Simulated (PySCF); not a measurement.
**C₄H₅BO₂: electronic excitations at several levels of theory**

Aim: compute the electronic excitations of C₄H₅BO₂ (`C#C/C=C\B(O)O`) at several levels, and see how far they spread and what each costs.

Computed with PySCF 2.14.0, with density-fitted response routines of our own, on a single molecule in the gas phase. Atoms count from 0, in the outputs and in this text.

## Step 1: The molecule as given

12 atoms, charge 0, multiplicity 1; geometry from: GFN2-xTB. The atoms were then displaced at random by about 0.01 Å, so the start is not that level's minimum.

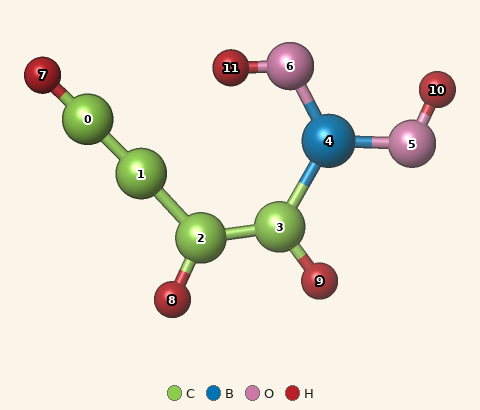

The starting geometry (carbon green, boron blue, oxygen pink, hydrogen red), atoms numbered.

## Step 2: Geometry optimisation at PBE0-D3(BJ)/def2-SVP

What the job is given:

```
{"job": {"xc": "PBE0", "basis": "def2-SVP", "d3": "d3bj", "grid": 1, "shake": 0.01, "kind": "geom"}, "charge": 0, "multiplicity": 1}
C      2.335010    -0.551800     1.252370
C      1.576930     0.270120     0.725770
C      0.737230     1.244430     0.116730
C     -0.448940     1.021820    -0.331340
B     -1.262920    -0.356010    -0.293750
O     -2.515780    -0.357170    -0.797210
O     -0.749290    -1.506830     0.228670
H      2.973190    -1.216250     1.694740
H      1.212840     2.233750     0.071800
H     -1.009310     1.854340    -0.759320
H     -2.947370    -1.221040    -0.736730
H      0.138100    -1.443640     0.583970
```

Run with:

```sh
$ OMP_NUM_THREADS=1 python probes_run.py task.json out
```

This one command runs all jobs of the session in turn.

Output:

```text
step   0  E = -330.13608301  max force = 0.084309
step   1  E = -330.14288366  max force = 0.014088
step   2  E = -330.14318752  max force = 0.010482
step   3  E = -330.14421024  max force = 0.009538
step   4  E = -330.14453747  max force = 0.004639
step   5  E = -330.14461850  max force = 0.003055
step   6  E = -330.14470281  max force = 0.000617
step   7  E = -330.14470559  max force = 0.000132
optimisation converged
```

Wall time 45 s (1 thread of Arm Neoverse V1, shared host); peak memory 0.51 GiB.

Step by step:

```csv
step,energy from step 0 (eV),largest force component (eV/Å)
0,0.0000,4.3353
1,-0.1851,0.7244
2,-0.1933,0.5390
3,-0.2212,0.4905
4,-0.2301,0.2385
5,-0.2323,0.1571
6,-0.2346,0.0317
7,-0.2346,0.0068
```

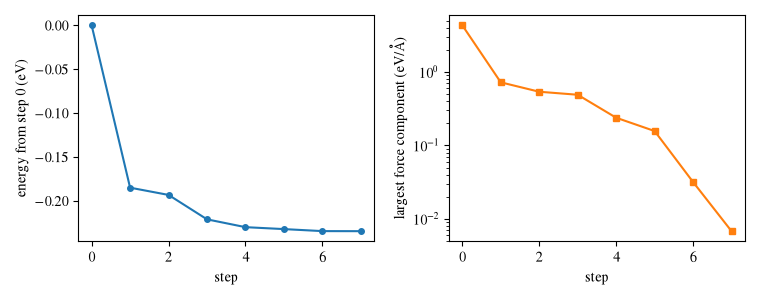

Energy and force, step by step.

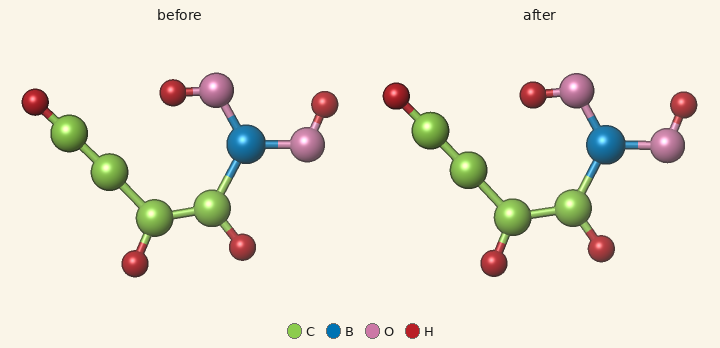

Before and after, at one scale.

Distances of close pairs at the start and the end, largest changes first:

| bond | before (Å) | after (Å) | change (Å) |
| --- | --- | --- | --- |
| C2–C3 | 1.287 | 1.349 | +0.062 |
| C0–H7 | 1.022 | 1.075 | +0.053 |
| C3–B4 | 1.601 | 1.574 | -0.027 |
| C0–C1 | 1.236 | 1.216 | -0.020 |
| O6–H11 | 0.958 | 0.967 | +0.009 |
| B4–O5 | 1.350 | 1.359 | +0.009 |
| B4–O6 | 1.364 | 1.358 | -0.006 |
| C3–H9 | 1.091 | 1.095 | +0.004 |

The end geometry stands in the next job.

| at the end point | value |
| --- | --- |
| point group (found at 0.08 Å tolerance) | Cs |
| rotational constants (GHz, main isotopes) | 5.612, 1.747, 1.332 |
| dipole moment (D) | 1.35 |

## Step 3: Excited states and response: PBE0/def2-SVP

What the job is given:

```
{"job": {"kind": "uv", "xc": "PBE0", "basis": "def2-SVP"}, "charge": 0, "multiplicity": 1}
C      2.295231    -0.597818     1.267561
C      1.587375     0.241406     0.743781
C      0.773263     1.239110     0.131958
C     -0.475895     1.030289    -0.333867
B     -1.262244    -0.332090    -0.292967
O     -2.523036    -0.327582    -0.800704
O     -0.757536    -1.487370     0.212714
H      2.929994    -1.330254     1.732266
H      1.237880     2.230330     0.058083
H     -0.980839     1.894616    -0.778574
H     -2.927202    -1.200281    -0.736827
H      0.142815    -1.388784     0.552116
```

Method: TDDFT PBE0/def2-SVP, vertical, gas phase, core orbitals frozen in the response.

Output:

```text
coarse grid: 10704 points
cycle   1  E = -329.9349094145  dE =  9.607e-01  |g| = 8.450e-01  |ddm| = 3.878e+00
cycle   2  E = -329.8229208938  dE =  1.120e-01  |g| = 1.148e+00  |ddm| = 1.709e+00
cycle   3  E = -330.0736184647  dE = -2.507e-01  |g| = 9.276e-02  |ddm| = 1.040e+00
cycle   4  E = -330.0755244130  dE = -1.906e-03  |g| = 3.970e-02  |ddm| = 1.271e-01
cycle   5  E = -330.0758348043  dE = -3.104e-04  |g| = 2.228e-02  |ddm| = 5.215e-02
cycle   6  E = -330.0759544276  dE = -1.196e-04  |g| = 4.391e-03  |ddm| = 2.078e-02
cycle   7  E = -330.0759580083  dE = -3.581e-06  |g| = 2.509e-03  |ddm| = 5.416e-03
final grid: 105320 points
cycle   8  E = -330.1363272765  dE = -2.763e-05  |g| = 7.765e-03  |ddm| = 2.747e-02
cycle   9  E = -330.1363077561  dE =  1.952e-05  |g| = 1.200e-02  |ddm| = 1.617e-02
cycle  10  E = -330.1363403065  dE = -3.255e-05  |g| = 2.167e-03  |ddm| = 1.040e-02
cycle  11  E = -330.1363415506  dE = -1.244e-06  |g| = 4.337e-04  |ddm| = 2.027e-03
cycle  12  E = -330.1363415911  dE = -4.054e-08  |g| = 1.072e-04  |ddm| = 4.381e-04
cycle  13  E = -330.1363415931  dE = -2.006e-09  |g| = 6.068e-05  |ddm| = 1.393e-04
cycle  14  E = -330.1363415941  dE = -9.417e-10  |g| = 9.736e-06  |ddm| = 6.289e-05
converged SCF energy = -330.1363415941

Static polarisability (au): isotropic 59.059, principal 29.309 54.979 92.888

Singlet excitations
state   eV       nm        f      main configurations
  1   5.1715    239.7   0.00003   H-1->L 0.98
  2   5.3842    230.3   0.28972   H->L 0.90
  3   6.1464    201.7   0.00024   H->L+1 0.86, H-3->L 0.10
  4   6.2876    197.2   0.00003   H-3->L 0.88, H->L+1 0.10
  5   6.3995    193.7   0.01930   H-2->L 0.99
  6   7.2295    171.5   0.19471   H-4->L 0.71, H-1->L+1 0.20
  7   7.5172    164.9   0.00098   H-5->L 0.98
  8   7.7417    160.2   0.03096   H->L+2 0.51, H-1->L+1 0.30, H-4->L 0.14
  9   8.3447    148.6   0.00027   H-7->L 0.57, H-4->L+1 0.19, H->L+5 0.12
 10   8.4029    147.5   0.00007   H-7->L 0.38, H-4->L+1 0.23, H-2->L+1 0.22

Triplet excitations (Tamm-Dancoff, eV): 3.1540 4.8181 5.3916 5.6559
```

Wall time 14 s (1 thread of Arm Neoverse V1, shared host); peak memory 0.63 GiB.

The orbitals next to the gap, with their largest atomic shares:

| orbital | eV | atoms |
| --- | --- | --- |
| HOMO−3 | -9.45 | C3 27 %, O6 24 %, B4 16 % |
| HOMO−2 | -8.95 | O6 48 %, O5 44 %, B4 5 % |
| HOMO−1 | -8.41 | C0 41 %, C1 31 %, O6 8 % |
| HOMO | -7.42 | C3 31 %, C0 30 %, C2 20 % |
| LUMO | -1.56 | C3 30 %, C2 24 %, C0 19 % |
| LUMO+1 | 0.59 | C0 39 %, C1 36 %, H8 9 % |
| LUMO+2 | 2.08 | B4 29 %, C1 27 %, C0 21 % |

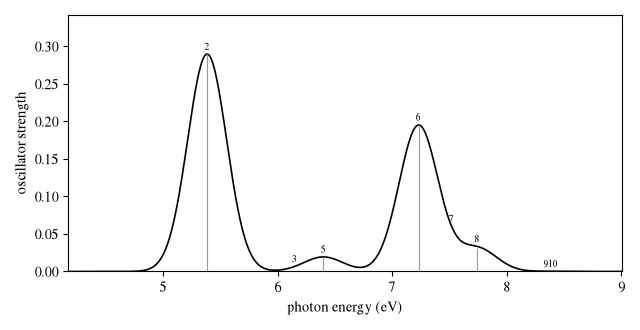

Absorption spectrum from the 10 singlet states computed; above the last one it falls off for lack of states. Lines are broadened to a width of 0.40 eV (Gaussian).

Further results of this job:

```csv
property,computed
dipole moment (D),1.35
polarisability (Å³),8.75
HOMO–LUMO gap (eV),5.85
−ε(HOMO) (eV),7.42
```

## Step 4: TDDFT and polarisability: PBE0/def2-TZVP

Settings changed since step 3:

```diff
@@ -1,2 +1,2 @@
-{"job": {"kind": "uv", "xc": "PBE0", "basis": "def2-SVP"}, "charge": 0, "multiplicity": 1}
+{"job": {"kind": "uv", "xc": "PBE0", "basis": "def2-TZVP"}, "charge": 0, "multiplicity": 1}
 C      2.295231    -0.597818     1.267561
```

Method: TDDFT PBE0/def2-TZVP, vertical, gas phase, core orbitals frozen in the response.

Output:

```text
coarse grid: 10704 points
cycle   1  E = -330.3665699675  dE =  1.010e+00  |g| = 9.058e-01  |ddm| = 3.172e+00
cycle   2  E = -330.2185291940  dE =  1.480e-01  |g| = 1.289e+00  |ddm| = 1.893e+00
cycle   3  E = -330.5160419804  dE = -2.975e-01  |g| = 1.072e-01  |ddm| = 1.323e+00
cycle   4  E = -330.5184271747  dE = -2.385e-03  |g| = 4.316e-02  |ddm| = 1.188e-01
cycle   5  E = -330.5188012495  dE = -3.741e-04  |g| = 2.383e-02  |ddm| = 4.432e-02
cycle   6  E = -330.5189369690  dE = -1.357e-04  |g| = 4.273e-03  |ddm| = 1.585e-02
cycle   7  E = -330.5189397793  dE = -2.810e-06  |g| = 2.561e-03  |ddm| = 3.996e-03
final grid: 105320 points
cycle   8  E = -330.5084503129  dE = -7.481e-05  |g| = 8.126e-03  |ddm| = 1.174e-01
cycle   9  E = -330.5084270745  dE =  2.324e-05  |g| = 1.281e-02  |ddm| = 1.321e-02
cycle  10  E = -330.5084630250  dE = -3.595e-05  |g| = 2.517e-03  |ddm| = 8.327e-03
cycle  11  E = -330.5084645902  dE = -1.565e-06  |g| = 6.988e-04  |ddm| = 1.897e-03
cycle  12  E = -330.5084646864  dE = -9.613e-08  |g| = 1.866e-04  |ddm| = 5.346e-04
cycle  13  E = -330.5084646936  dE = -7.238e-09  |g| = 6.107e-05  |ddm| = 1.831e-04
cycle  14  E = -330.5084646945  dE = -8.549e-10  |g| = 1.911e-05  |ddm| = 5.228e-05
converged SCF energy = -330.5084646945

Static polarisability (au): isotropic 67.950, principal 39.908 63.295 100.646

Singlet excitations
state   eV       nm        f      main configurations
  1   5.1046    242.9   0.00003   H-1->L 0.98
  2   5.2651    235.5   0.29209   H->L 0.90
  3   6.0390    205.3   0.00049   H->L+1 0.93
  4   6.2499    198.4   0.00004   H-3->L 0.95
  5   6.4578    192.0   0.01464   H-2->L 0.99
  6   7.1254    174.0   0.20374   H-4->L 0.64, H-1->L+1 0.25
  7   7.5565    164.1   0.01267   H->L+3 0.52, H-1->L+1 0.24, H-4->L 0.21
  8   7.5907    163.3   0.00003   H->L+2 0.85, H->L+4 0.13
  9   7.6279    162.5   0.00057   H-5->L 0.98
 10   8.0940    153.2   0.00208   H->L+4 0.57, H->L+2 0.12, H-4->L+1 0.11

Triplet excitations (Tamm-Dancoff, eV): 3.1421 4.7608 5.3548 5.6125
```

It took 47 s on 1 thread of Arm Neoverse V1, shared host; peak memory 0.95 GiB.

In short: HOMO -7.50 eV, LUMO -1.71 eV; lowest singlet 5.10 eV.

## Step 5: TDDFT and polarisability: PBE0/aug-cc-pVDZ

Settings changed since step 4:

```diff
@@ -1,2 +1,2 @@
-{"job": {"kind": "uv", "xc": "PBE0", "basis": "def2-TZVP"}, "charge": 0, "multiplicity": 1}
+{"job": {"kind": "uv", "xc": "PBE0", "basis": "aug-cc-pVDZ"}, "charge": 0, "multiplicity": 1}
 C      2.295231    -0.597818     1.267561
```

Level: TDDFT PBE0/aug-cc-pVDZ, vertical, gas phase, core orbitals frozen in the response.

Output:

```text
coarse grid: 10704 points
cycle   1  E = -330.2744852461  dE =  1.036e+00  |g| = 8.378e-01  |ddm| = 1.407e+01
cycle   2  E = -330.1273511560  dE =  1.471e-01  |g| = 1.216e+00  |ddm| = 3.422e+00
cycle   3  E = -330.4121260496  dE = -2.848e-01  |g| = 9.646e-02  |ddm| = 1.733e+00
cycle   4  E = -330.4142708833  dE = -2.145e-03  |g| = 3.898e-02  |ddm| = 3.679e-01
cycle   5  E = -330.4145993299  dE = -3.284e-04  |g| = 2.158e-02  |ddm| = 1.263e-01
cycle   6  E = -330.4147142119  dE = -1.149e-04  |g| = 3.935e-03  |ddm| = 5.327e-02
cycle   7  E = -330.4147167300  dE = -2.518e-06  |g| = 2.372e-03  |ddm| = 1.386e-02
final grid: 105320 points
cycle   8  E = -330.4230880476  dE = -3.401e-05  |g| = 7.483e-03  |ddm| = 2.131e-01
cycle   9  E = -330.4230690032  dE =  1.904e-05  |g| = 1.170e-02  |ddm| = 5.763e-02
cycle  10  E = -330.4231006908  dE = -3.169e-05  |g| = 2.296e-03  |ddm| = 2.818e-02
cycle  11  E = -330.4231020930  dE = -1.402e-06  |g| = 5.056e-04  |ddm| = 5.382e-03
cycle  12  E = -330.4231021463  dE = -5.325e-08  |g| = 1.153e-04  |ddm| = 1.262e-03
cycle  13  E = -330.4231021488  dE = -2.526e-09  |g| = 5.180e-05  |ddm| = 4.075e-04
cycle  14  E = -330.4231021495  dE = -6.567e-10  |g| = 1.566e-05  |ddm| = 1.285e-04
converged SCF energy = -330.4231021495

Static polarisability (au): isotropic 72.105, principal 44.994 67.466 103.855

Singlet excitations
state   eV       nm        f      main configurations
  1   5.0972    243.2   0.00004   H-1->L 0.98
  2   5.2296    237.1   0.29429   H->L 0.91
  3   5.9228    209.3   0.00110   H->L+1 0.52, H->L+2 0.30, H->L+4 0.11
  4   6.2629    198.0   0.00013   H-3->L 0.97
  5   6.4544    192.1   0.01412   H-2->L 0.98
  6   6.5176    190.2   0.00234   H->L+1 0.42, H->L+2 0.42, H->L+4 0.10
  7   6.9872    177.4   0.00727   H->L+3 0.95
  8   7.0407    176.1   0.01333   H->L+4 0.70, H->L+2 0.24
  9   7.0682    175.4   0.20931   H-4->L 0.52, H-1->L+2 0.17, H-1->L+1 0.13
 10   7.3587    168.5   0.00533   H->L+9 0.34, H-4->L 0.24, H-1->L+1 0.21

Triplet excitations (Tamm-Dancoff, eV): 3.1443 4.7612 5.3470 5.5879
```

Wall time 38 s (1 thread of Arm Neoverse V1, shared host); peak memory 0.83 GiB.

This run: HOMO -7.50 eV, LUMO -1.74 eV; lowest singlet 5.10 eV.

## Step 6: TDDFT and polarisability: PBE0/6-31+G*

Settings changed since step 5:

```diff
@@ -1,2 +1,2 @@
-{"job": {"kind": "uv", "xc": "PBE0", "basis": "aug-cc-pVDZ"}, "charge": 0, "multiplicity": 1}
+{"job": {"kind": "uv", "xc": "PBE0", "basis": "6-31+G*"}, "charge": 0, "multiplicity": 1}
 C      2.295231    -0.597818     1.267561
```

With the program's defaults for keys left out, this is: TDDFT PBE0/6-31+G*, vertical, gas phase, core orbitals frozen in the response.

Output:

```text
coarse grid: 10704 points
cycle   1  E = -330.2957031878  dE =  1.037e+00  |g| = 8.303e-01  |ddm| = 9.658e+00
cycle   2  E = -330.1613066342  dE =  1.344e-01  |g| = 1.184e+00  |ddm| = 7.310e+00
cycle   3  E = -330.4334361062  dE = -2.721e-01  |g| = 9.786e-02  |ddm| = 4.638e+00
cycle   4  E = -330.4356499368  dE = -2.214e-03  |g| = 3.686e-02  |ddm| = 4.493e-01
cycle   5  E = -330.4359447759  dE = -2.948e-04  |g| = 2.028e-02  |ddm| = 1.430e-01
cycle   6  E = -330.4360478195  dE = -1.030e-04  |g| = 3.682e-03  |ddm| = 5.293e-02
cycle   7  E = -330.4360500421  dE = -2.223e-06  |g| = 2.174e-03  |ddm| = 9.664e-03
final grid: 105320 points
cycle   8  E = -330.3771217066  dE = -2.661e-05  |g| = 7.413e-03  |ddm| = 2.032e-01
cycle   9  E = -330.3771045966  dE =  1.711e-05  |g| = 1.138e-02  |ddm| = 3.728e-02
cycle  10  E = -330.3771341069  dE = -2.951e-05  |g| = 2.264e-03  |ddm| = 2.078e-02
cycle  11  E = -330.3771354711  dE = -1.364e-06  |g| = 4.901e-04  |ddm| = 5.685e-03
cycle  12  E = -330.3771355228  dE = -5.169e-08  |g| = 9.330e-05  |ddm| = 1.232e-03
cycle  13  E = -330.3771355245  dE = -1.668e-09  |g| = 4.115e-05  |ddm| = 5.781e-04
cycle  14  E = -330.3771355249  dE = -3.847e-10  |g| = 1.588e-05  |ddm| = 1.611e-04
converged SCF energy = -330.3771355249

Static polarisability (au): isotropic 66.759, principal 38.570 61.510 100.197

Singlet excitations
state   eV       nm        f      main configurations
  1   5.1479    240.8   0.00005   H-1->L 0.98
  2   5.2751    235.0   0.30563   H->L 0.90
  3   5.9516    208.3   0.00114   H->L+1 0.75, H->L+2 0.14
  4   6.3200    196.2   0.00003   H-3->L 0.97
  5   6.4886    191.1   0.01712   H-2->L 0.99
  6   6.6582    186.2   0.00148   H->L+2 0.65, H->L+1 0.19, H->L+3 0.10
  7   7.1161    174.2   0.21468   H-4->L 0.56, H-1->L+1 0.20, H-1->L+2 0.10
  8   7.1502    173.4   0.00247   H->L+3 0.83, H->L+2 0.13
  9   7.2519    171.0   0.01991   H->L+4 0.82
 10   7.4434    166.6   0.00460   H->L+7 0.31, H->L+5 0.23, H-4->L 0.22

Triplet excitations (Tamm-Dancoff, eV): 3.1427 4.8064 5.3590 5.6183
```

It took 20 s on 1 thread of Arm Neoverse V1, shared host; peak memory 0.7 GiB.

This run: HOMO -7.50 eV, LUMO -1.71 eV; lowest singlet 5.15 eV.

## Step 7: Comparing the runs: electronic excitations

Excitations and ground-state properties, with basis size and wall time:

| run | lowest singlet (eV) | brightest (eV) | f | gap (eV) | α (Å³) | μ (D) | functions | time |
| --- | --- | --- | --- | --- | --- | --- | --- | --- |
| PBE0/def2-SVP | 5.17 | 5.38 | 0.290 | 5.85 | 8.75 | 1.35 | 123 | 14 s |
| PBE0/def2-TZVP | 5.10 | 5.27 | 0.292 | 5.79 | 10.07 | 1.43 | 247 | 47 s |
| PBE0/aug-cc-pVDZ | 5.10 | 5.23 | 0.294 | 5.76 | 10.68 | 1.44 | 206 | 38 s |
| PBE0/6-31+G* | 5.15 | 5.28 | 0.306 | 5.79 | 9.89 | 1.61 | 136 | 20 s |

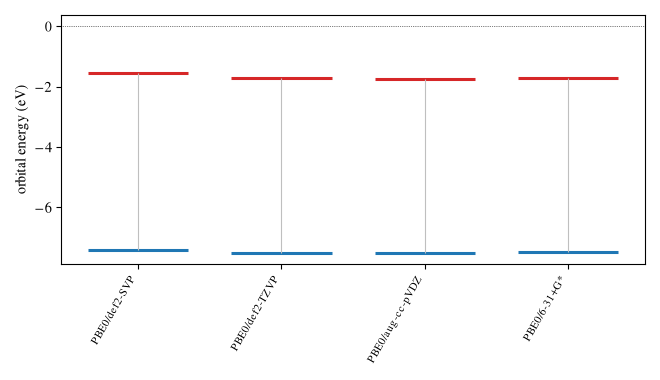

HOMO (blue) and LUMO (red) run by run.

## Step 8: Results

| quantity | value |
| --- | --- |
| point group | Cs |
| rotational constants (main isotopes) | 5.61, 1.75, 1.33 GHz |
| lowest singlet (PBE0/def2-SVP) | 5.17 eV (240 nm), f = 0.000 |
| brightest single state of those computed | state 2, 5.38 eV, f = 0.290 |
| lowest triplet | 3.15 eV |
| range of the lowest singlet | 5.10 to 5.17 eV |

Single values in the summary come from the first run of each kind that ended normally (PBE0/def2-SVP), which need not be the best level. Over 7 steps the energy fell by 0.235 eV; of the close pairs, C2–C3 changed most, 1.287 to 1.349 Å. No frequency check was run at this level, so the end point may be a saddle. The lowest singlet, at 5.17 eV, is HOMO−1→LUMO 0.98 and is dark; of the 10 states computed, the strongest absorption comes from state 2 at 5.38 eV. The lowest triplet lies 2.02 eV below the lowest singlet (triplets in Tamm-Dancoff, singlets in full TDDFT). The lowest singlet runs from 5.10 eV (PBE0/aug-cc-pVDZ) to 5.17 eV (PBE0/def2-SVP), while the orbital gap spans 5.76 to 5.85 eV. The lowest state need not be the same one in every run.
